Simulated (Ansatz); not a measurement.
# CH₄OSi: geometry relaxation (part 4 of 4)

CH₄OSi (disordered cell, 35 atoms in the cell); DFT LDA, scalar-relativistic, plane waves, PAW, no spin polarisation (Ansatz 0.2.0); cutoff 420 eV, 1×1×1 k-mesh, Fermi–Dirac smearing of 0.05 eV. It belongs to a series of runs on one base structure; here: start relaxed.

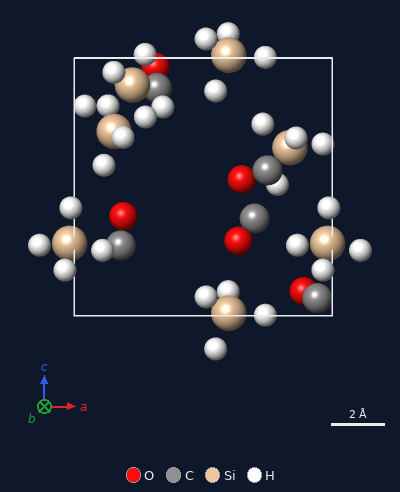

Figure 1. The geometry at step 13 of the log (spheres-only view of the cell of the calculation, along the b axis).

Trajectory as extended XYZ, continued
```
35
Lattice="9.9160 0.0000 0.0000 0.0000 9.9160 0.0000 0.0000 0.0000 9.9160" Properties=species:S:1:pos:R:3:forces:R:3 step=11 energy=-7331.01429 accepted=F
O     1.9638    3.9123    3.8572   -0.0355  -0.0020  -0.1565
C     1.6844    3.8411    2.7670    0.0453   0.0117   0.1502
O     8.7730    4.2088   10.7442    0.2758  -0.4467  -0.1128
C     9.3505    3.2664   10.4948   -0.2681   0.4336   0.1315
O     6.2619    5.2377    2.9287    0.0892   0.0557   0.1183
C     6.8896    5.6193    3.7837   -0.0727  -0.0652  -0.1239
O     6.3924    1.5708    5.2383    0.6258  -0.2144   0.2198
C     7.4015    1.2001    5.5947   -0.6070   0.2244  -0.2190
O     3.1378    9.4331    9.5361    0.4365  -4.8221  -3.5065
C     3.2271    8.4805    8.8267   -0.4399   4.8352   3.4701
Si    2.2534    5.3898    8.8697   -0.0075  -0.0401   0.0211
H     2.7656    6.2035   10.0163   -0.0295  -0.0440   0.0058
H     1.5288    4.1901    9.4046    0.0235   0.0126  -0.0377
H     1.3138    6.2217    8.0557    0.0110  -0.0145   0.0237
H     3.4017    4.9384    8.0253   -0.0203   0.0362   0.0237
Si    9.7553    0.5441    2.7736   -0.0080   0.0204  -0.0105
H     9.5805   -0.5482    1.7699   -0.0056   0.0217   0.0064
H     8.6105    1.5032    2.6615    0.0108  -0.0093   0.0154
H     9.7780   -0.0331    4.1533    0.0040   0.0061  -0.0091
H    11.0339    1.2707    2.5069   -0.0210   0.0084   0.0038
Si    8.2620    8.3206    6.4612    0.0149   0.0051   0.0213
H     7.2182    8.8970    7.3649    0.0137  -0.0058  -0.0120
H     8.4972    6.8908    6.8351    0.0017   0.0128  -0.0045
H     7.7865    8.3852    5.0460   -0.0006   0.0039   0.0038
H     9.5330    9.0946    6.6028   -0.0108  -0.0079  -0.0028
Si    5.9598    2.0332    0.1152   -0.0050  -0.0123  -0.0050
H     5.9361    3.2801    0.9385    0.0037  -0.0092  -0.0080
H     5.0896    0.9949    0.7405    0.0033   0.0028  -0.0021
H     5.4615    2.3316   -1.2630    0.0007  -0.0037   0.0080
H     7.3683    1.5314    0.0411   -0.0143   0.0045  -0.0043
Si    1.5530    1.4812    7.1119    0.0203  -0.0226   0.0279
H     1.8774    0.0379    6.8830   -0.0112   0.0309  -0.0128
H     0.4141    1.5906    8.0737    0.0083  -0.0025  -0.0092
H     2.7574    2.1631    7.6843   -0.0191  -0.0013  -0.0175
H     1.1894    2.1184    5.8096   -0.0121  -0.0022   0.0029
35
Lattice="9.9160 0.0000 0.0000 0.0000 9.9160 0.0000 0.0000 0.0000 9.9160" Properties=species:S:1:pos:R:3:forces:R:3 step=12 energy=-7331.23175
O     1.9163    3.9672    3.8350   -0.0839  -0.0659  -0.5570
C     1.7502    3.8293    2.7244    0.0989   0.0752   0.5548
O     8.7661    4.1806   10.8601    0.2419  -0.3475  -0.0786
C     9.3660    3.2497   10.6245   -0.2337   0.3438   0.0597
O     6.3086    5.1793    2.8814    0.1896   0.1361   0.2835
C     6.8980    5.5885    3.7530   -0.1733  -0.1416  -0.2838
O     6.4178    1.6202    5.2405    0.7134  -0.3133   0.2503
C     7.4053    1.1848    5.5876   -0.6875   0.3349  -0.2449
O     3.1297    9.2557    9.6203    0.0332  -0.2025  -0.3091
C     3.2278    8.5808    8.7188   -0.0542   0.1853   0.3083
Si    2.2505    5.3731    8.8778    0.0041  -0.0432   0.0236
H     2.7486    6.1699   10.0459   -0.0324  -0.0533  -0.0564
H     1.5286    4.1565    9.3863    0.0462   0.0683  -0.0466
H     1.3100    6.2142    8.0724    0.0226  -0.0275   0.0266
H     3.4092    4.9465    8.0308   -0.0576   0.0320   0.0477
Si    9.7446    0.5679    2.7734   -0.0064   0.0188   0.0051
H     9.5665   -0.5169    1.7612   -0.0060   0.0319   0.0110
H     8.5964    1.5260    2.6756    0.0187  -0.0295   0.0272
H     9.7770   -0.0195    4.1496    0.0018   0.0060  -0.0234
H    11.0196    1.3012    2.5052   -0.0261   0.0051   0.0089
Si    8.2875    8.3294    6.4663   -0.0105   0.0087   0.0065
H     7.2445    8.9057    7.3721    0.0220  -0.0152  -0.0146
H     8.5216    6.8978    6.8364    0.0056   0.0199  -0.0014
H     7.8093    8.3985    5.0514    0.0064  -0.0070   0.0165
H     9.5591    9.1031    6.6076   -0.0173  -0.0126  -0.0054
Si    5.9435    2.0212    0.1128    0.0126  -0.0025  -0.0091
H     5.9237    3.2661    0.9401   -0.0022  -0.0240  -0.0171
H     5.0712    0.9817    0.7351    0.0071   0.0053  -0.0041
H     5.4441    2.3228   -1.2649    0.0020  -0.0034   0.0149
H     7.3516    1.5165    0.0348   -0.0274   0.0060  -0.0010
Si    1.5371    1.5036    7.0873    0.0167  -0.0138   0.0103
H     1.8712    0.0621    6.8547   -0.0053   0.0382   0.0126
H     0.4039    1.6044    8.0583    0.0204  -0.0014  -0.0182
H     2.7410    2.1950    7.6508   -0.0302  -0.0048  -0.0177
H     1.1606    2.1382    5.7862   -0.0094  -0.0067   0.0208
35
Lattice="9.9160 0.0000 0.0000 0.0000 9.9160 0.0000 0.0000 0.0000 9.9160" Properties=species:S:1:pos:R:3:forces:R:3 step=13 energy=-7331.23602
O     1.8892    3.9747    3.8299   -0.0711  -0.0957  -0.8533
C     1.7915    3.8348    2.7088    0.0815   0.1023   0.8489
O     8.8212    4.2018   10.8615    0.3403  -0.6557  -0.1709
C     9.3435    3.2299   10.5957   -0.3321   0.6455   0.1703
O     6.3144    5.1839    2.8848    0.1367   0.0868   0.1887
C     6.9387    5.5686    3.7419   -0.1192  -0.0935  -0.1909
O     6.4439    1.6254    5.2483    0.1798  -0.0641   0.0636
C     7.4355    1.2147    5.5966   -0.1609   0.0771  -0.0569
O     3.1283    9.2994    9.5759    0.0520  -0.8725  -0.8787
C     3.1824    8.5059    8.7617   -0.0645   0.8664   0.8659
Si    2.2397    5.3627    8.8756   -0.0080  -0.0160   0.0106
H     2.7268    6.1477   10.0532   -0.0263  -0.0363  -0.0132
H     1.5237    4.1385    9.3647    0.0290   0.0217  -0.0331
H     1.2989    6.2063    8.0756    0.0068  -0.0217   0.0176
H     3.4047    4.9548    8.0323   -0.0270   0.0217   0.0233
Si    9.7385    0.5832    2.7865   -0.0168   0.0089   0.0028
H     9.5587   -0.4862    1.7590   -0.0031   0.0275   0.0071
H     8.5814    1.5316    2.7155    0.0135  -0.0147   0.0196
H     9.7871   -0.0252    4.1527    0.0063   0.0055  -0.0196
H    11.0045    1.3311    2.5182   -0.0175   0.0093   0.0050
Si    8.2912    8.3302    6.4676    0.0044   0.0032   0.0093
H     7.2495    8.9049    7.3744    0.0130  -0.0045  -0.0088
H     8.5304    6.9008    6.8402    0.0022   0.0104  -0.0016
H     7.8102    8.3945    5.0539    0.0019   0.0003   0.0079
H     9.5615    9.1057    6.6043   -0.0084  -0.0063  -0.0034
Si    5.9398    2.0118    0.1048    0.0015  -0.0081  -0.0067
H     5.9209    3.2554    0.9329   -0.0007  -0.0088  -0.0075
H     5.0694    0.9721    0.7284    0.0060   0.0044  -0.0024
H     5.4381    2.3155   -1.2709    0.0001  -0.0025   0.0070
H     7.3474    1.5084    0.0248   -0.0108   0.0048  -0.0029
Si    1.5341    1.5062    7.0907    0.0095  -0.0078   0.0102
H     1.8774    0.0672    6.8629   -0.0038   0.0217   0.0015
H     0.4053    1.6026    8.0658    0.0109  -0.0020  -0.0062
H     2.7348    2.2093    7.6443   -0.0172  -0.0016  -0.0126
H     1.1443    2.1332    5.7903   -0.0081  -0.0058   0.0089
35
Lattice="9.9160 0.0000 0.0000 0.0000 9.9160 0.0000 0.0000 0.0000 9.9160" Properties=species:S:1:pos:R:3:forces:R:3 step=14 energy=-7331.27148
O     1.9390    4.0230    3.8052   -0.0192  -0.0335  -0.2414
C     1.8354    3.8351    2.6971    0.0341   0.0525   0.2394
O     8.8651    4.1822   10.8455    0.0657  -0.1361  -0.0344
C     9.3794    3.2090   10.5913   -0.0737   0.1168   0.0409
O     6.3777    5.1473    2.8898    0.0654   0.0371   0.0829
C     7.0474    5.5116    3.7195   -0.0469  -0.0456  -0.0853
O     6.5109    1.6791    5.2837    0.0961  -0.0291   0.0375
C     7.4964    1.2512    5.6259   -0.0803   0.0404  -0.0243
O     3.0776    9.2299    9.5580    0.0076  -0.1362  -0.1336
C     3.1169    8.4406    8.7522   -0.0192   0.1266   0.1326
Si    2.1895    5.3239    8.8869    0.0245  -0.0061   0.0053
H     2.6148    6.0684   10.1137   -0.0196  -0.0260  -0.0190
H     1.5306    4.0425    9.2999    0.0087   0.0120  -0.0201
H     1.2206    6.1585    8.1134   -0.0051  -0.0156   0.0068
H     3.3867    5.0151    8.0466   -0.0291   0.0247   0.0247
Si    9.7235    0.6554    2.8091   -0.0107  -0.0034  -0.0110
H     9.5415   -0.3656    1.7335   -0.0005   0.0311   0.0114
H     8.5571    1.5940    2.7967    0.0048  -0.0074   0.0167
H     9.7954   -0.0146    4.1450    0.0011   0.0034  -0.0187
H    10.9766    1.4317    2.5626   -0.0116  -0.0010   0.0058
Si    8.3127    8.3388    6.4781    0.0019   0.0041   0.0015
H     7.2900    8.9261    7.3975    0.0079   0.0004  -0.0009
H     8.5398    6.9070    6.8475    0.0033   0.0045   0.0005
H     7.8139    8.4097    5.0710   -0.0006  -0.0004   0.0027
H     9.5929    9.0995    6.5960    0.0022  -0.0029   0.0009
Si    5.9338    1.9919    0.0792    0.0100  -0.0013  -0.0019
H     5.9168    3.2313    0.9127   -0.0030   0.0000   0.0006
H     5.0717    0.9472    0.7055    0.0025  -0.0034  -0.0026
H     5.4199    2.3014   -1.2900   -0.0002  -0.0038  -0.0029
H     7.3430    1.4957   -0.0128   -0.0083  -0.0021  -0.0061
Si    1.5140    1.5092    7.0794   -0.0029   0.0029  -0.0030
H     1.8901    0.0797    6.8507    0.0016   0.0040   0.0020
H     0.4021    1.5815    8.0754    0.0098  -0.0020  -0.0010
H     2.7052    2.2487    7.6042   -0.0128  -0.0039  -0.0153
H     1.0788    2.1149    5.7829   -0.0024   0.0003   0.0098
35
Lattice="9.9160 0.0000 0.0000 0.0000 9.9160 0.0000 0.0000 0.0000 9.9160" Properties=species:S:1:pos:R:3:forces:R:3 step=15 energy=-7331.27148
O     1.9390    4.0230    3.8052   -0.0192  -0.0335  -0.2418
C     1.8354    3.8351    2.6971    0.0342   0.0526   0.2398
O     8.8651    4.1822   10.8455    0.0662  -0.1372  -0.0347
C     9.3794    3.2090   10.5913   -0.0744   0.1181   0.0412
O     6.3777    5.1473    2.8898    0.0660   0.0373   0.0837
C     7.0474    5.5116    3.7195   -0.0480  -0.0460  -0.0866
O     6.5109    1.6791    5.2837    0.0973  -0.0296   0.0379
C     7.4964    1.2512    5.6259   -0.0820   0.0409  -0.0248
O     3.0776    9.2299    9.5580    0.0076  -0.1366  -0.1340
C     3.1169    8.4406    8.7522   -0.0191   0.1269   0.1329
Si    2.1895    5.3239    8.8869    0.0246  -0.0061   0.0052
H     2.6148    6.0684   10.1137   -0.0196  -0.0261  -0.0192
H     1.5306    4.0425    9.2999    0.0088   0.0117  -0.0201
H     1.2206    6.1585    8.1134   -0.0051  -0.0155   0.0068
H     3.3867    5.0151    8.0466   -0.0292   0.0249   0.0249
Si    9.7235    0.6554    2.8091   -0.0107  -0.0035  -0.0110
H     9.5415   -0.3656    1.7335   -0.0003   0.0313   0.0118
H     8.5571    1.5940    2.7967    0.0044  -0.0073   0.0167
H     9.7954   -0.0146    4.1450    0.0012   0.0031  -0.0190
H    10.9766    1.4317    2.5626   -0.0114  -0.0013   0.0057
Si    8.3127    8.3388    6.4781    0.0018   0.0040   0.0015
H     7.2900    8.9261    7.3975    0.0078   0.0003  -0.0010
H     8.5398    6.9070    6.8475    0.0032   0.0045   0.0005
H     7.8139    8.4097    5.0710   -0.0007  -0.0005   0.0028
H     9.5929    9.0995    6.5960    0.0023  -0.0030   0.0009
Si    5.9338    1.9919    0.0792    0.0099  -0.0013  -0.0019
H     5.9168    3.2313    0.9127   -0.0030  -0.0002   0.0005
H     5.0717    0.9472    0.7055    0.0025  -0.0034  -0.0025
H     5.4199    2.3014   -1.2900   -0.0003  -0.0037  -0.0030
H     7.3430    1.4957   -0.0128   -0.0083  -0.0021  -0.0060
Si    1.5140    1.5092    7.0794   -0.0028   0.0029  -0.0030
H     1.8901    0.0797    6.8507    0.0017   0.0040   0.0021
H     0.4021    1.5815    8.0754    0.0098  -0.0020  -0.0008
H     2.7052    2.2487    7.6042   -0.0129  -0.0040  -0.0154
H     1.0788    2.1149    5.7829   -0.0024   0.0004   0.0097
```

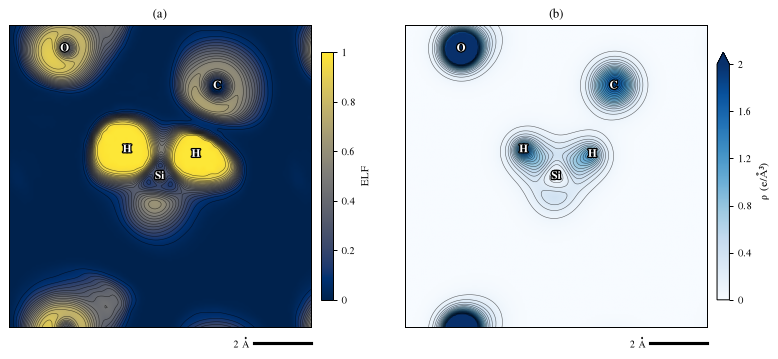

Figure 2. (a) ELF; (b) valence electron density on the (001) plane of the calculation cell. Atoms in the plane: C, O, Si and H. Si–H (1.50 Å): ρ is about 0.73 e/Å³ halfway; the ELF is about 1 at the midpoint (a covalent bond by its length). The density dies away to nearly zero in the voids. Core electrons are frozen (PAW), so the fields are smoothed inside the atomic spheres.

Results in brief

- outcome: converged
- electrons treated: 90
- free energy: −7331.2715 eV
- Fermi energy: −2.778 eV
- gap on the k-point mesh: 5.29 eV
- final volume: 975.00 Å³
- largest force (length of the vector) at the end: 0.248 eV/Å
- wall time: 45 s
- peak memory: 0.65 GiB

Remarks

The program warns: the exchange-correlation potential is rough where the density is thin. The k-point mesh is coarse for a cell of this size, so the results may not be converged.
